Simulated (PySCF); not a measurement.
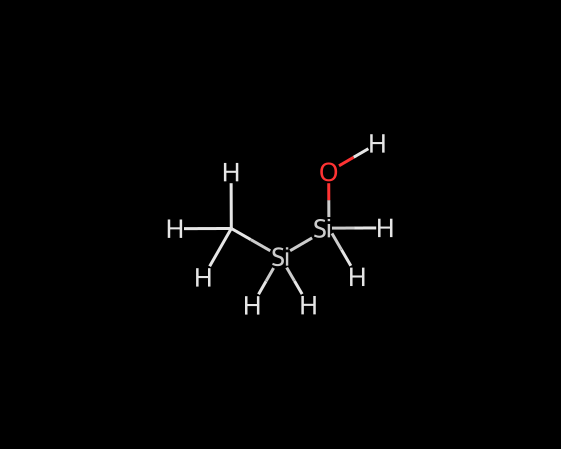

Structural formula above. Computed geometry: PBE0-D3(BJ)/def2-SVP optimisation. No frequency run is at hand to confirm it as a minimum.

Describe the 3D structure.

Formula CH8OSi2. As SMILES it reads `C[SiH2][SiH2]O`. It has no ring. Among its groups: Si–H bond, Si–O bond. This geometry has C1 symmetry. Coordination: 1 C tetrahedral; 2 Si tetrahedral; 1 O bent.

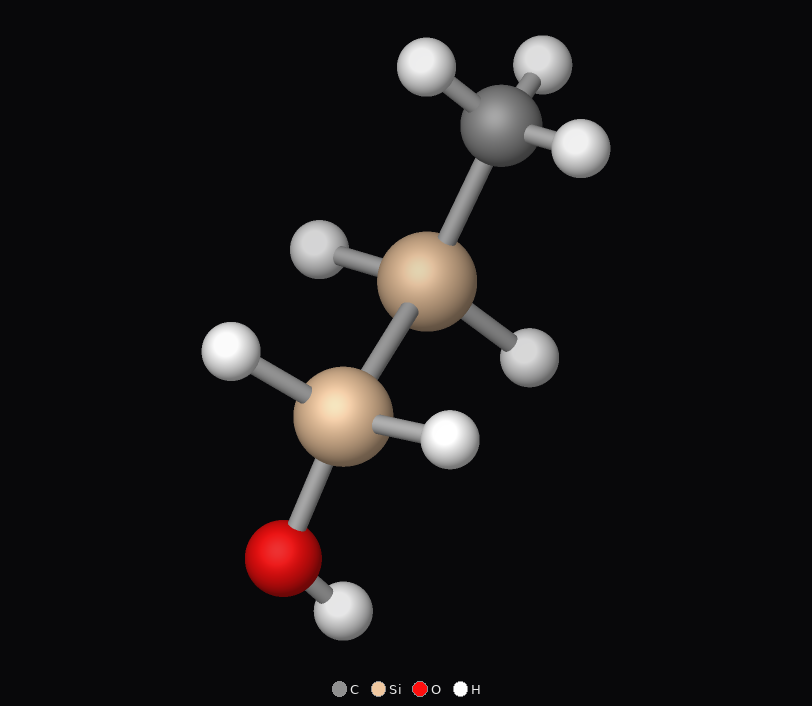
